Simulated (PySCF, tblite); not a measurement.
# C4H11O+: a rotation path, then NMR shifts on frames, part 2 of 2

tblite 0.8.0 and PySCF 2.14.0. Atoms count from 0. The steps go on from the part before.

## Step 5: Nuclear shieldings: image 4, PBE0/pcSseg-1

The job: settings as JSON, then the geometry in Å.

```
{"job": {"kind": "nmr", "xc": "PBE0", "basis": "pcSseg-1", "pop": false}, "charge": 1, "multiplicity": 1}
C      2.000500    -0.350600    -0.067500
C      0.596000    -0.492700    -0.617600
O     -0.332300     0.234400     0.281400
C     -1.284100    -0.629200     0.934800
C     -0.964800     1.366100    -0.348600
H      2.666600    -1.013400    -0.611100
H      2.368400     0.666500    -0.173500
H      2.031900    -0.625900     0.983400
H      0.290900    -1.540000    -0.653600
H      0.515100    -0.069800    -1.619800
H     -1.967100    -1.095300     0.220900
H     -0.731500    -1.391600     1.481700
H     -1.851300    -0.033900     1.650400
H     -1.539200     1.899000     0.409600
H     -0.181900     2.026100    -0.718600
H     -1.624900     1.059300    -1.163400
```

With the program's defaults for keys left out, this is: GIAO PBE0/pcSseg-1 NMR shielding, non-relativistic, gas phase.

Log:

```text
coarse grid: 12256 points
cycle   1  E = -233.5893525518  dE =  6.298e-01  |g| = 3.200e-01  |ddm| = 3.122e+00
cycle   2  E = -233.5945224832  dE = -5.170e-03  |g| = 2.780e-01  |ddm| = 5.349e-01
cycle   3  E = -233.6123628670  dE = -1.784e-02  |g| = 5.233e-02  |ddm| = 2.319e-01
cycle   4  E = -233.6128323012  dE = -4.694e-04  |g| = 2.101e-02  |ddm| = 3.629e-02
cycle   5  E = -233.6128986648  dE = -6.636e-05  |g| = 5.850e-03  |ddm| = 1.222e-02
cycle   6  E = -233.6129050064  dE = -6.342e-06  |g| = 4.033e-04  |ddm| = 3.511e-03
final grid: 115136 points
cycle   7  E = -233.6548542555  dE = -2.527e-05  |g| = 1.392e-02  |ddm| = 2.376e-02
cycle   8  E = -233.6548235666  dE =  3.069e-05  |g| = 1.961e-02  |ddm| = 1.572e-02
cycle   9  E = -233.6548901009  dE = -6.653e-05  |g| = 1.898e-03  |ddm| = 9.171e-03
cycle  10  E = -233.6548909031  dE = -8.022e-07  |g| = 6.512e-05  |ddm| = 1.316e-03
cycle  11  E = -233.6548909038  dE = -7.814e-10  |g| = 3.301e-05  |ddm| = 8.996e-05
cycle  12  E = -233.6548909041  dE = -2.265e-10  |g| = 1.072e-05  |ddm| = 2.876e-05
converged SCF energy = -233.6548909041

GIAO shielding tensors (ppm)
atom      isotropic    diamagn.    paramagn.     s11        s22        s33       span
  0 C      171.542     247.220     -75.678    150.236    179.527    184.862     34.626
  1 C       89.172     251.846    -162.674     39.339     51.355    176.822    137.483
  2 O      304.627     401.618     -96.991    255.177    295.615    363.088    107.911
  3 C      110.421     248.942    -138.521     63.034     83.183    185.045    122.011
  4 C      110.436     248.995    -138.558     63.593     82.754    184.962    121.369
  5 H       29.964      27.321       2.643     25.609     26.346     37.937     12.328
  6 H       29.513      29.270       0.243     25.207     27.989     35.344     10.137
  7 H       29.749      29.716       0.033     25.452     28.512     35.283      9.831
  8 H       27.002      32.113      -5.111     22.620     26.985     31.402      8.782
  9 H       26.971      31.998      -5.028     22.905     26.924     31.083      8.178
 10 H       27.386      29.838      -2.453     24.194     24.746     33.217      9.023
 11 H       27.119      29.928      -2.809     23.358     24.677     33.323      9.965
 12 H       27.357      29.040      -1.682     23.815     24.533     33.724      9.909
 13 H       27.342      29.049      -1.707     23.806     24.528     33.691      9.885
 14 H       27.103      29.968      -2.866     23.307     24.670     33.331     10.024
 15 H       27.375      29.829      -2.454     24.195     24.739     33.191      8.996
```

Wall time 9.8 s (1 thread of INTEL XEON PLATINUM 8581C at 2.30GHz, shared host); peak memory 0.7 GiB.

In short: δ C1 97.8, C3 76.5, C4 76.5, C0 15.4, H9 4.75, H8 4.71 ppm.

## Step 6: NMR shieldings: image 6, PBE0/pcSseg-1

The job: settings as JSON, then the geometry in Å.

```
{"job": {"kind": "nmr", "xc": "PBE0", "basis": "pcSseg-1", "pop": false}, "charge": 1, "multiplicity": 1}
C      1.949000    -0.535200     0.031800
C      0.628100    -0.331000    -0.682500
O     -0.305800     0.373700     0.219900
C     -1.090600    -0.545800     1.006800
C     -1.136900     1.337900    -0.457700
H      2.581400    -1.180200    -0.570800
H      2.462700     0.411900     0.174700
H      1.815800    -1.008000     1.000500
H      0.178600    -1.279000    -0.990000
H      0.768500     0.296100    -1.563400
H     -1.777300    -1.123500     0.382700
H     -0.413700    -1.216100     1.532600
H     -1.654100     0.025700     1.743800
H     -1.749300     1.841100     0.290700
H     -0.485600     2.074900    -0.925500
H     -1.778600     0.866200    -1.205200
```

Method: GIAO PBE0/pcSseg-1 NMR shielding, non-relativistic, gas phase.

Log:

```text
coarse grid: 12256 points
cycle   1  E = -233.5902745043  dE =  6.382e-01  |g| = 3.210e-01  |ddm| = 3.125e+00
cycle   2  E = -233.5954925088  dE = -5.218e-03  |g| = 2.791e-01  |ddm| = 5.350e-01
cycle   3  E = -233.6133914387  dE = -1.790e-02  |g| = 5.359e-02  |ddm| = 2.313e-01
cycle   4  E = -233.6138780281  dE = -4.866e-04  |g| = 2.165e-02  |ddm| = 3.717e-02
cycle   5  E = -233.6139492536  dE = -7.123e-05  |g| = 5.825e-03  |ddm| = 1.257e-02
cycle   6  E = -233.6139555666  dE = -6.313e-06  |g| = 4.374e-04  |ddm| = 3.504e-03
final grid: 115136 points
cycle   7  E = -233.6554934888  dE = -2.498e-05  |g| = 1.371e-02  |ddm| = 2.139e-02
cycle   8  E = -233.6554640881  dE =  2.940e-05  |g| = 1.924e-02  |ddm| = 1.560e-02
cycle   9  E = -233.6555283768  dE = -6.429e-05  |g| = 1.888e-03  |ddm| = 9.041e-03
cycle  10  E = -233.6555291655  dE = -7.886e-07  |g| = 7.450e-05  |ddm| = 1.306e-03
cycle  11  E = -233.6555291665  dE = -9.825e-10  |g| = 3.599e-05  |ddm| = 8.946e-05
cycle  12  E = -233.6555291667  dE = -2.678e-10  |g| = 1.206e-05  |ddm| = 3.170e-05
converged SCF energy = -233.6555291667

GIAO shielding tensors (ppm)
atom      isotropic    diamagn.    paramagn.     s11        s22        s33       span
  0 C      172.108     247.556     -75.448    152.086    178.583    185.655     33.570
  1 C       91.194     252.270    -161.076     38.658     60.046    174.878    136.220
  2 O      302.159     401.186     -99.027    254.090    300.057    352.331     98.241
  3 C      113.108     249.961    -136.853     69.091     83.992    186.241    117.150
  4 C      109.455     248.509    -139.054     62.039     80.895    185.429    123.390
  5 H       29.933      27.312       2.621     25.579     26.359     37.863     12.284
  6 H       29.505      29.086       0.419     25.141     27.545     35.827     10.686
  7 H       29.867      29.966      -0.099     25.363     29.157     35.080      9.718
  8 H       27.142      32.315      -5.173     22.847     27.052     31.526      8.679
  9 H       26.961      31.955      -4.994     22.361     27.413     31.109      8.748
 10 H       27.712      30.275      -2.564     24.588     24.978     33.569      8.981
 11 H       27.012      30.489      -3.478     22.849     25.305     32.881     10.033
 12 H       27.335      29.298      -1.963     23.775     24.543     33.688      9.913
 13 H       27.245      28.773      -1.527     23.626     24.439     33.671     10.045
 14 H       27.142      29.469      -2.327     23.390     24.520     33.518     10.128
 15 H       27.321      29.562      -2.241     24.018     24.739     33.204      9.186
```

Run time: 9.9 s. Hardware: 1 thread of INTEL XEON PLATINUM 8581C at 2.30GHz, shared host; peak memory 0.7 GiB.

In short: δ C1 95.7, C4 77.5, C3 73.8, C0 14.8, H9 4.76, H11 4.71 ppm.

## Step 7: Nuclear shieldings: image 8, PBE0/pcSseg-1

The job: settings as JSON, then the geometry in Å.

```
{"job": {"kind": "nmr", "xc": "PBE0", "basis": "pcSseg-1", "pop": false}, "charge": 1, "multiplicity": 1}
C      1.850100    -0.733100     0.060400
C      0.668700    -0.179400    -0.710200
O     -0.277300     0.505400     0.186100
C     -0.915700    -0.398000     1.113100
C     -1.258400     1.257100    -0.557900
H      2.633800    -0.984700    -0.649300
H      2.246300     0.014600     0.742900
H      1.606600    -1.636900     0.611000
H      0.139800    -0.963400    -1.261000
H      1.011600     0.585800    -1.409600
H     -1.504600    -1.154500     0.590400
H     -0.146200    -0.872600     1.717900
H     -1.561400     0.187300     1.766500
H     -1.892000     1.788700     0.151300
H     -0.738400     1.986800    -1.177300
H     -1.870500     0.605900    -1.185700
```

Method: GIAO PBE0/pcSseg-1 NMR shielding, non-relativistic, gas phase.

Log:

```text
coarse grid: 12256 points
cycle   1  E = -233.5912645196  dE =  6.476e-01  |g| = 3.194e-01  |ddm| = 3.128e+00
cycle   2  E = -233.5966265072  dE = -5.362e-03  |g| = 2.761e-01  |ddm| = 5.242e-01
cycle   3  E = -233.6139761812  dE = -1.735e-02  |g| = 5.597e-02  |ddm| = 2.262e-01
cycle   4  E = -233.6145033184  dE = -5.271e-04  |g| = 2.232e-02  |ddm| = 3.892e-02
cycle   5  E = -233.6145798153  dE = -7.650e-05  |g| = 5.843e-03  |ddm| = 1.296e-02
cycle   6  E = -233.6145861836  dE = -6.368e-06  |g| = 5.172e-04  |ddm| = 3.500e-03
final grid: 115136 points
cycle   7  E = -233.6561262955  dE = -2.851e-05  |g| = 1.364e-02  |ddm| = 2.187e-02
cycle   8  E = -233.6560970386  dE =  2.926e-05  |g| = 1.916e-02  |ddm| = 1.551e-02
cycle   9  E = -233.6561609124  dE = -6.387e-05  |g| = 1.875e-03  |ddm| = 8.993e-03
cycle  10  E = -233.6561616871  dE = -7.746e-07  |g| = 9.308e-05  |ddm| = 1.305e-03
cycle  11  E = -233.6561616886  dE = -1.592e-09  |g| = 4.029e-05  |ddm| = 1.071e-04
cycle  12  E = -233.6561616890  dE = -3.335e-10  |g| = 1.302e-05  |ddm| = 3.605e-05
converged SCF energy = -233.6561616890

GIAO shielding tensors (ppm)
atom      isotropic    diamagn.    paramagn.     s11        s22        s33       span
  0 C      171.721     248.670     -76.949    154.086    175.022    186.054     31.968
  1 C       94.086     252.665    -158.580     38.117     72.094    172.046    133.929
  2 O      296.100     400.361    -104.261    253.022    294.190    341.088     88.066
  3 C      115.413     250.890    -135.477     75.754     84.623    185.863    110.108
  4 C      109.485     248.503    -139.018     63.769     77.485    187.200    123.431
  5 H       29.631      27.165       2.466     25.186     26.273     37.433     12.247
  6 H       29.823      29.581       0.242     25.622     27.800     36.046     10.425
  7 H       29.688      29.895      -0.207     25.344     28.513     35.208      9.864
  8 H       27.294      32.419      -5.125     22.871     27.608     31.403      8.533
  9 H       26.910      31.815      -4.905     21.671     27.526     31.534      9.863
 10 H       27.961      30.745      -2.785     24.679     25.359     33.845      9.166
 11 H       26.900      30.785      -3.885     22.188     26.057     32.454     10.266
 12 H       27.325      29.529      -2.204     23.773     24.658     33.543      9.770
 13 H       27.150      28.603      -1.453     23.497     24.299     33.655     10.158
 14 H       27.133      29.058      -1.925     23.483     24.394     33.523     10.040
 15 H       27.466      29.565      -2.100     24.147     24.863     33.387      9.241
```

Wall time 10 s (1 thread of INTEL XEON PLATINUM 8581C at 2.30GHz, shared host); peak memory 0.71 GiB.

This run: δ C1 92.8, C4 77.4, C3 71.5, C0 15.2, H11 4.82, H9 4.81 ppm.

## Step 8: Side by side: NMR shifts

Shifts (ppm) of some atoms, chosen among heavy atoms and hydrogens apart, with basis size and wall time:

```
  frame    C1    C3    C4    C0   H10   H15    O2  functions   time
image 0  92.9  77.5  71.5  15.2  4.27  3.77  40.0        140   14 s
image 2  95.6  77.5  74.0  15.1  4.39  4.04  35.8        140   10 s
image 4  97.8  76.5  76.5  15.4  4.33  4.34  31.5        140  9.8 s
image 6  95.7  73.8  77.5  14.8  4.01  4.40  33.9        140  9.9 s
image 8  92.8  71.5  77.4  15.2  3.76  4.25  40.0        140   10 s
```

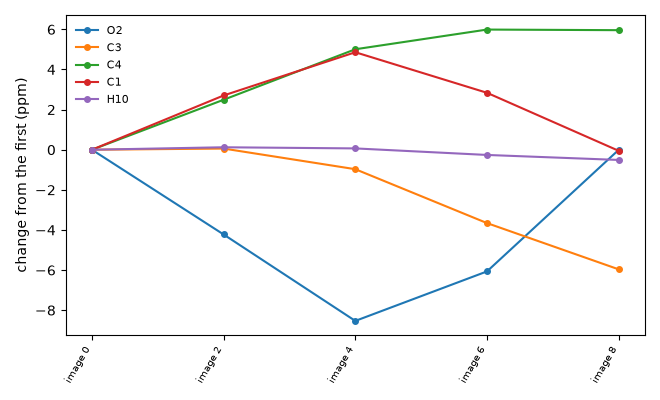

How five of the tabulated atoms move from run to run.

## Step 9: What came out

The summary covers parts 1 to 2.

```
                                       quantity                                                                 value
                                        barrier                                    0.062 eV (1.4 kcal/mol) at image 4
                          end to end (GFN2-xTB)                                                              0.000 eV
13C shifts against TMS (PBE0/pcSseg-1, image 0)                                            92.9, 77.5, 71.5, 15.2 ppm
 1H shifts against TMS (PBE0/pcSseg-1, image 0)  4.82, 4.79, 4.58, 4.57, 4.45, 4.40, 4.27, 3.77, 2.08, 2.04, 1.90 ppm
17O shifts against H2O (PBE0/pcSseg-1, image 0)                                                              40.0 ppm
                       range of the shift of O2                                                      31.5 to 40.0 ppm
```

What this shows: Along the band the dihedral turns by 102°, and the top (dihedral 115°) lies 1.4 kcal/mol above the start (GFN2-xTB, rough), so at room temperature this motion is fast. The top was not checked by a frequency run. Shifts at one fixed geometry are not the observed spectrum, which averages over the motion. In the first frame run (image 0): The widest tensor belongs to C1: span 134 ppm, with a paramagnetic part of -159 ppm. By nearest atom (PBE0/pcSseg-1), the HOMO sits on H6, H7, H9 about 15 % each; O2 16 % and the LUMO on O2 15 %; C1, C3, C4 about 10 % each. Across the 5 runs the shift of O2 moves most, between 31.5 (image 4) and 40.0 ppm (image 0).
